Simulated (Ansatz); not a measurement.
## Geometry relaxation, with input and output: AlH₂ClF

- system: AlH₂ClF, multiplicity 2
- method: UKS PBE0/def2-SVP (Ansatz 0.2.0)

It belongs to a series of runs on one base structure; here: end point B relaxed. Figures and captions count atoms from 1; the log counts them from 0 in places.

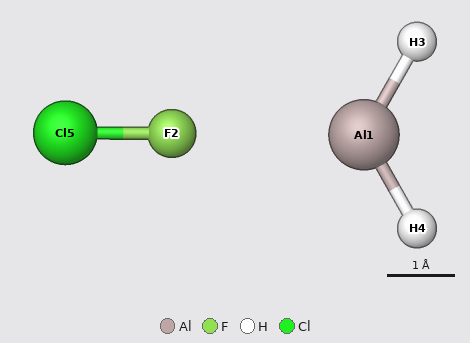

The starting structure (ball-and-stick view, seen on its broad side; atoms are numbered from 1 in the order of the input). Sticks mark near contacts. Bond lengths as drawn: Al–H 1.61 Å and Cl–F 1.60 Å.

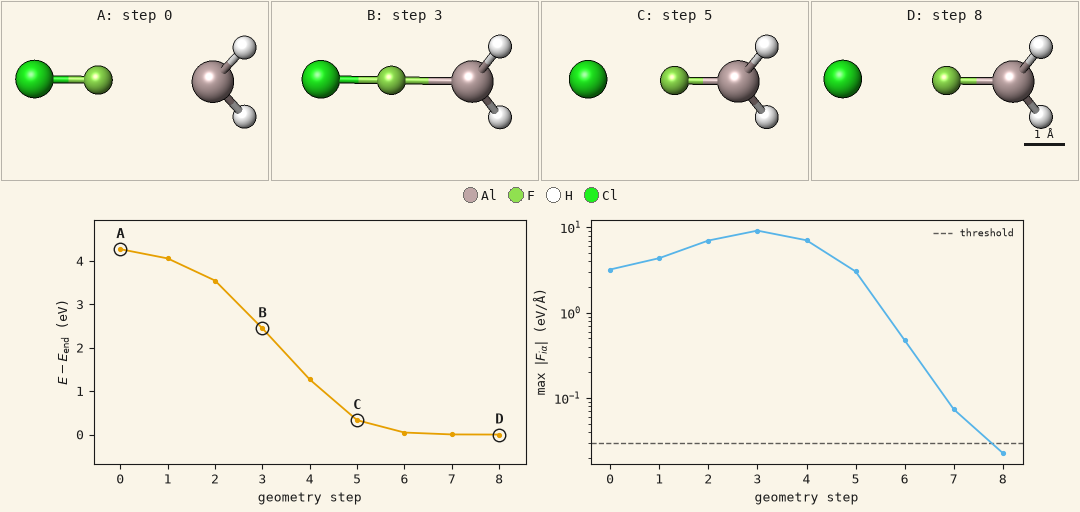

Frames of the relaxation (ball-and-stick view, seen at a tilt) above the curves, on which the letters mark them (the first geometry is step 0 here and step 1 in the log).

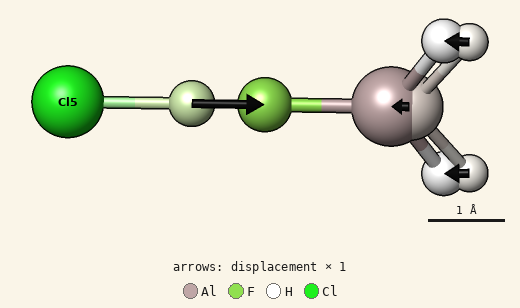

Start (faint) and end (solid) with the displacements as black arrows, at true length (ball-and-stick view, seen at a tilt). The two geometries are laid on each other by the best rigid fit. Over 8 geometry steps the energy falls by 4.272 eV. The largest force component goes from 3.2 to 0.023 eV/Å. F2 moves most after the best rigid fit: 0.97 Å. Largest moves by element: F 0.97 Å, H 0.34 Å, Al 0.24 Å, Cl 0.04 Å. Among the contacts that change: Al1–F2 2.886 → 1.674 Å, F2–Cl5 1.600 → 2.613 Å, Al1–H3 1.608 → 1.576 Å. New bonds form: Al1–F2 (2.89 → 1.67 Å). Bonds break: F2–Cl5 (1.60 → 2.61 Å). Among the angles that change: H3–Al1–H4 120.7° → 127.4°. (Atoms are counted from 1 in the order of the input.)

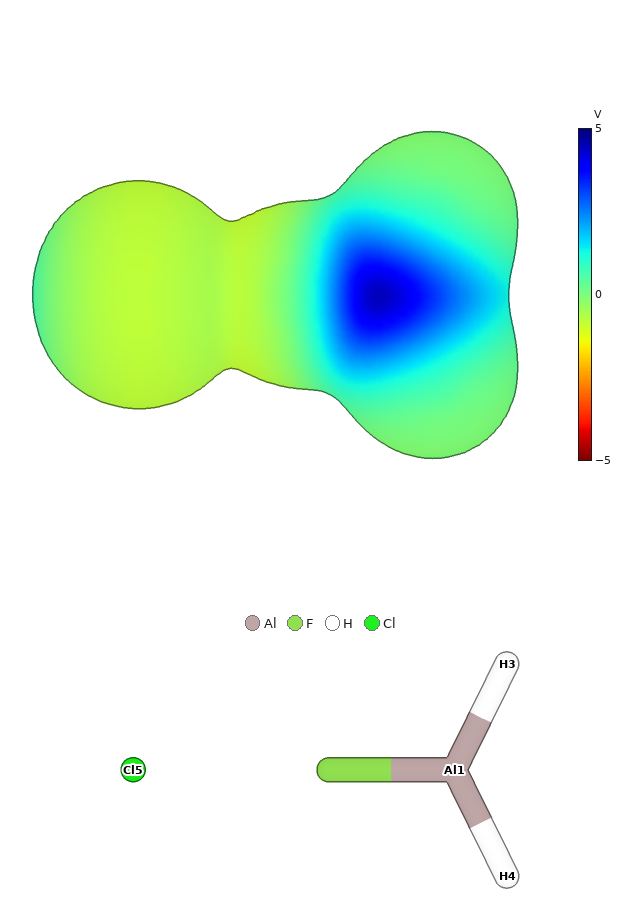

The molecular electrostatic potential painted on the density surface at 0.002 e/bohr³, seen face on; red is negative and blue positive. The bare structure is drawn below in the same view.

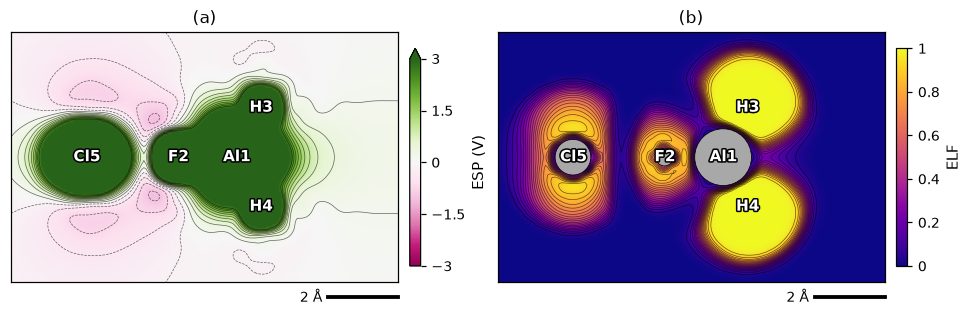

(a) molecular electrostatic potential; (b) electron localisation function on the molecular plane. Grey discs, where drawn, cover atomic cores. Atoms in the plane: Al, F, H and Cl. Cl5···F2 (2.61 Å): the ELF is only about 0.05 between them. Al–F (1.67 Å): the ELF peaks at about 0.90 in the valence shell of F, 0.6 Å from its nucleus, and is about 0.20 at the midpoint. Cl–F (2.61 Å): the ELF is about 0.05 at the midpoint. Al–H (1.58 Å): the ELF climbs to about 1 towards the hydrogen, as it does in any bond to H.

These pictures come from the run below.

Input
```yaml
crystal:
  periodic: [false, false, false]
  atoms:
    - { symbol: Al, position_ang: [0.0, 0.0, -0.332131] }
    - { symbol: F, position_ang: [0.0, 0.0, 2.554109] }
    - { symbol: H, position_ang: [1.397089, 0.0, -1.128151] }
    - { symbol: H, position_ang: [-1.397089, 0.0, -1.128151] }
    - { symbol: Cl, position_ang: [0.0, 0.0, 4.154324] }
magnetization:
  spin_polarized: true
  initial_magnetization: 1
basis:
  gaussian: { orbitals: def2-SVP }
hamiltonian:
  xc: pbe0
relax:
  f_tol: 0.03
  max_steps: 50
output:
  orbitals: {}
```

Command:
```bash
ansatz run input.yaml --threads 1 --pin off --max-ram 2048MiB --backend cpu --events-out ev --progress --plain --runs-dir out
```

The program's output
```
The last accepted step is kept in [file] (removed where the run ends without a failure and the disk answers)
Engine: ansatz 0.2.0, aarch64-unknown-linux-gnu
Functional definition: PBE0
  parameter a = 0.25
  parameter kappa = 0.804
  parameter beta = 0.06672455060314922
  exchange = (1 - a)*pbe_x(kappa = kappa, mu = beta*pi^2/3) + a*exact_x
  correlation = pbe_c(beta = beta)
592 factors; integrals over basis functions are off by at most 5.1e-4 eV
mean field evaluation 1: about -21845.2659 eV, gradient 1.4e1 eV
mean field evaluation 2: about -21845.2928 eV, gradient 1.8e1 eV
mean field evaluation 4: about -21846.2904 eV, gradient 1.0e0 eV
mean field evaluation 8: about -21846.3153 eV, gradient 1.8e-2 eV
mean field evaluation 16: about -21846.3153 eV, gradient 8.9e-5 eV
mean field -21846.31531039 eV, -802.8372796926 hartree, gradient 8.9e-5 eV, S^2 0.751900; 0 other end points of the search recorded, 0 dependent functions left out
the calculation of the forces begins
reference -21846.31533957 eV, -802.8372807647 hartree; 21, 20 occupied and 39, 40 virtual orbitals, 592 factors
relax step   1: F+E_penalty+E_count = -21846.31531039 eV  Δ(F+E_penalty+E_count) = +0.000e0 eV  max|allowed force component| = 3.212e0 eV/Å  Δτ_max = 0.0000 Å  (30 SCF iters, accepted)
these checks for a lower state are left out or cut short: starts, cluster_reference, orbital_swaps, neighbouring_geometries, increment
592 factors; integrals over basis functions are off by at most 6.3e-4 eV
mean field -21846.52867679 eV, -802.8451207630 hartree, gradient 9.8e-6 eV, S^2 0.753990; 0 other end points of the search recorded, 0 dependent functions left out
the calculation of the forces begins
reference -21846.52870575 eV, -802.8451218274 hartree; 21, 20 occupied and 39, 40 virtual orbitals, 592 factors
relax step   2: F+E_penalty+E_count = -21846.52867679 eV  Δ(F+E_penalty+E_count) = -2.134e-1 eV  max|allowed force component| = 4.363e0 eV/Å  Δτ_max = 0.1927 Å  (35 SCF iters, accepted)
these checks for a lower state are left out or cut short: starts, cluster_reference, orbital_swaps, neighbouring_geometries, increment
592 factors; integrals over basis functions are off by at most 5.5e-4 eV
mean field evaluation 32: about -21847.0387 eV, gradient 2.1e-5 eV
mean field -21847.03874650 eV, -802.8638654792 hartree, gradient 2.1e-5 eV, S^2 0.755588; 0 other end points of the search recorded, 0 dependent functions left out
the calculation of the forces begins
reference -21847.03877472 eV, -802.8638665161 hartree; 21, 20 occupied and 39, 40 virtual orbitals, 592 factors
relax step   3: F+E_penalty+E_count = -21847.03874650 eV  Δ(F+E_penalty+E_count) = -5.101e-1 eV  max|allowed force component| = 7.014e0 eV/Å  Δτ_max = 0.1942 Å  (39 SCF iters, accepted)
these checks for a lower state are left out or cut short: starts, cluster_reference, orbital_swaps, neighbouring_geometries, increment
592 factors; integrals over basis functions are off by at most 4.6e-4 eV
mean field -21848.14016636 eV, -802.9043419123 hartree, gradient 1.5e-5 eV, S^2 0.752805; 0 other end points of the search recorded, 0 dependent functions left out
the calculation of the forces begins
reference -21848.14019371 eV, -802.9043429175 hartree; 21, 20 occupied and 39, 40 virtual orbitals, 592 factors
relax step   4: F+E_penalty+E_count = -21848.14016636 eV  Δ(F+E_penalty+E_count) = -1.101e0 eV  max|allowed force component| = 9.165e0 eV/Å  Δτ_max = 0.1974 Å  (39 SCF iters, accepted)
these checks for a lower state are left out or cut short: starts, cluster_reference, orbital_swaps, neighbouring_geometries, increment
592 factors; integrals over basis functions are off by at most 4.8e-4 eV
mean field -21849.31848227 eV, -802.9476442234 hartree, gradient 2.6e-5 eV, S^2 0.752096; 0 other end points of the search recorded, 0 dependent functions left out
the calculation of the forces begins
reference -21849.31850943 eV, -802.9476452214 hartree; 21, 20 occupied and 39, 40 virtual orbitals, 592 factors
relax step   5: F+E_penalty+E_count = -21849.31848227 eV  Δ(F+E_penalty+E_count) = -1.178e0 eV  max|allowed force component| = 7.067e0 eV/Å  Δτ_max = 0.1424 Å  (33 SCF iters, accepted)
these checks for a lower state are left out or cut short: starts, cluster_reference, orbital_swaps, neighbouring_geometries, increment
592 factors; integrals over basis functions are off by at most 4.0e-4 eV
mean field -21850.25649357 eV, -802.9821155029 hartree, gradient 2.3e-5 eV, S^2 0.752245; 0 other end points of the search recorded, 0 dependent functions left out
the calculation of the forces begins
reference -21850.25652062 eV, -802.9821164970 hartree; 21, 20 occupied and 39, 40 virtual orbitals, 592 factors
relax step   6: F+E_penalty+E_count = -21850.25649357 eV  Δ(F+E_penalty+E_count) = -9.380e-1 eV  max|allowed force component| = 3.047e0 eV/Å  Δτ_max = 0.1921 Å  (39 SCF iters, accepted)
these checks for a lower state are left out or cut short: starts, cluster_reference, orbital_swaps, neighbouring_geometries, increment
592 factors; integrals over basis functions are off by at most 4.4e-4 eV
mean field evaluation 64: about -21850.5408 eV, gradient 1.9e-4 eV
mean field -21850.54075890 eV, -802.9925620611 hartree, gradient 9.7e-6 eV, S^2 0.752238; 0 other end points of the search recorded, 0 dependent functions left out
the calculation of the forces begins
reference -21850.54078648 eV, -802.9925630748 hartree; 21, 20 occupied and 39, 40 virtual orbitals, 592 factors
relax step   7: F+E_penalty+E_count = -21850.54075890 eV  Δ(F+E_penalty+E_count) = -2.843e-1 eV  max|allowed force component| = 4.759e-1 eV/Å  Δτ_max = 0.1909 Å  (37 SCF iters, accepted)
these checks for a lower state are left out or cut short: starts, cluster_reference, orbital_swaps, neighbouring_geometries, increment
592 factors; integrals over basis functions are off by at most 4.4e-4 eV
mean field -21850.58427160 eV, -802.9941611234 hartree, gradient 1.6e-5 eV, S^2 0.752232; 0 other end points of the search recorded, 0 dependent functions left out
the calculation of the forces begins
reference -21850.58429965 eV, -802.9941621542 hartree; 21, 20 occupied and 39, 40 virtual orbitals, 592 factors
relax step   8: F+E_penalty+E_count = -21850.58427160 eV  Δ(F+E_penalty+E_count) = -4.351e-2 eV  max|allowed force component| = 7.397e-2 eV/Å  Δτ_max = 0.1492 Å  (50 SCF iters, accepted)
these checks for a lower state are left out or cut short: starts, cluster_reference, orbital_swaps, neighbouring_geometries, increment
592 factors; integrals over basis functions are off by at most 4.4e-4 eV
mean field -21850.58716744 eV, -802.9942675437 hartree, gradient 9.9e-6 eV, S^2 0.752231; 0 other end points of the search recorded, 0 dependent functions left out
the calculation of the forces begins
reference -21850.58719560 eV, -802.9942685785 hartree; 21, 20 occupied and 39, 40 virtual orbitals, 592 factors
relax step   9: F+E_penalty+E_count = -21850.58716744 eV  Δ(F+E_penalty+E_count) = -2.896e-3 eV  max|allowed force component| = 2.272e-2 eV/Å  Δτ_max = 0.0443 Å  (43 SCF iters, accepted)
592 factors; integrals over basis functions are off by at most 4.4e-4 eV
mean field evaluation 96: about -21850.5872 eV, gradient 9.2e-3 eV
mean field -21850.58716744 eV, -802.9942675437 hartree, gradient 9.9e-6 eV, S^2 0.752231; 3 other end points of the search recorded, 0 dependent functions left out
the calculation of the forces begins
reference -21850.58719560 eV, -802.9942685785 hartree; 21, 20 occupied and 39, 40 virtual orbitals, 592 factors
Total energy: -21850.58719560 eV, -802.9942685785 hartree
Atom 0 at     0.000000    -0.000000    -0.089072 Å, force     0.000000     0.000000    -0.002570 eV/Å
Atom 1 at     0.000000    -0.000000     1.585057 Å, force    -0.000000     0.000000     0.000109 eV/Å
Atom 2 at     1.413344     0.000000    -0.786983 Å, force     0.012088    -0.000000    -0.010132 eV/Å
Atom 3 at    -1.413344     0.000000    -0.786983 Å, force    -0.012088    -0.000000    -0.010132 eV/Å
Atom 4 at    -0.000000     0.000000     4.197981 Å, force     0.000000    -0.000000     0.022725 eV/Å
Dipole moment:    -0.000000    -0.000000    -0.436642 e Å
```

Trajectory as extended XYZ (Å, eV, eV/Å), 9 frames, from step=1 to step=9
```
5
Properties=species:S:1:pos:R:3:forces:R:3 step=1 energy=-21846.31531
Al    0.0000    0.0000   -0.3321    0.0000   0.0000   0.1406
F     0.0000    0.0000    2.5541    0.0000   0.0000  -3.2117
H     1.3971    0.0000   -1.1282   -0.0571   0.0000  -0.0034
H    -1.3971    0.0000   -1.1282    0.0571   0.0000  -0.0034
Cl    0.0000    0.0000    4.1543    0.0000   0.0000   3.0779
5
Properties=species:S:1:pos:R:3:forces:R:3 step=2 energy=-21846.52868
Al    0.0000    0.0000   -0.1974    0.0000   0.0000   0.2503
F     0.0000    0.0000    2.3614    0.0000   0.0000  -4.3627
H     1.3784    0.0000   -1.0208   -0.0106   0.0000   0.1329
H    -1.3784    0.0000   -1.0208    0.0106   0.0000   0.1329
Cl    0.0000    0.0000    3.9977    0.0000   0.0000   3.8465
5
Properties=species:S:1:pos:R:3:forces:R:3 step=3 energy=-21847.03875
Al    0.0000    0.0000   -0.1198    0.0000   0.0000   1.1225
F     0.0000    0.0000    2.1673    0.0000   0.0000  -7.0143
H     1.4043    0.0000   -0.8909   -0.1088   0.0000   0.1997
H    -1.4043    0.0000   -0.8909    0.1088   0.0000   0.1997
Cl    0.0000    0.0000    3.8543    0.0000   0.0000   5.4924
5
Properties=species:S:1:pos:R:3:forces:R:3 step=4 energy=-21848.14017
Al    0.0000    0.0000   -0.0666    0.0000   0.0000   2.3743
F     0.0000    0.0000    1.9699    0.0000   0.0000  -9.1648
H     1.4309    0.0000   -0.7626   -0.1725   0.0000   0.1900
H    -1.4309    0.0000   -0.7626    0.1725   0.0000   0.1900
Cl    0.0000    0.0000    3.7420    0.0000   0.0000   6.4105
5
Properties=species:S:1:pos:R:3:forces:R:3 step=5 energy=-21849.31848
Al    0.0000    0.0000   -0.0533    0.0000   0.0000   2.6080
F     0.0000    0.0000    1.8275    0.0000   0.0000  -7.0668
H     1.4410    0.0000   -0.6935   -0.0841   0.0000   0.0241
H    -1.4410    0.0000   -0.6935    0.0841   0.0000   0.0241
Cl    0.0000    0.0000    3.7327    0.0000   0.0000   4.4105
5
Properties=species:S:1:pos:R:3:forces:R:3 step=6 energy=-21850.25649
Al    0.0000    0.0000    0.0333    0.0000   0.0000  -3.0466
F     0.0000    0.0000    1.6354    0.0000   0.0000   1.3061
H     1.4264    0.0000   -0.6812   -0.2201   0.0000   0.1200
H    -1.4264    0.0000   -0.6812    0.2201   0.0000   0.1200
Cl    0.0000    0.0000    3.8136    0.0000   0.0000   1.5006
5
Properties=species:S:1:pos:R:3:forces:R:3 step=7 energy=-21850.54076
Al    0.0000    0.0000   -0.0460    0.0000   0.0000  -0.4759
F     0.0000    0.0000    1.6184    0.0000   0.0000   0.0236
H     1.4306    0.0000   -0.7285   -0.1284   0.0000   0.0134
H    -1.4306    0.0000   -0.7285    0.1284   0.0000   0.0134
Cl    0.0000    0.0000    4.0045    0.0000   0.0000   0.4255
5
Properties=species:S:1:pos:R:3:forces:R:3 step=8 energy=-21850.58427
Al    0.0000    0.0000   -0.0828    0.0000   0.0000  -0.0592
F     0.0000    0.0000    1.5904    0.0000   0.0000   0.0081
H     1.4220    0.0000   -0.7707   -0.0459   0.0000  -0.0115
H    -1.4220    0.0000   -0.7707    0.0459   0.0000  -0.0115
Cl    0.0000    0.0000    4.1537    0.0000   0.0000   0.0740
5
Properties=species:S:1:pos:R:3:forces:R:3 step=9 energy=-21850.58717
Al    0.0000    0.0000   -0.0891    0.0000   0.0000  -0.0026
F     0.0000    0.0000    1.5851    0.0000   0.0000   0.0001
H     1.4133    0.0000   -0.7870    0.0121   0.0000  -0.0101
H    -1.4133    0.0000   -0.7870   -0.0121   0.0000  -0.0101
Cl    0.0000    0.0000    4.1980    0.0000   0.0000   0.0227
```

Key numbers

| quantity | value |
| --- | --- |
| outcome | converged |
| total energy | −21850.5872 eV |
| mean-field energy | −21850.5872 eV |
| ⟨S²⟩ | 0.752 |
| largest force (length of the vector) at the end | 0.023 eV/Å |
| hardware | 1 thread of Arm Neoverse V1, 24 GiB of memory available, shared host |
| wall time | 35 s |
| peak memory | 0.15 GiB |
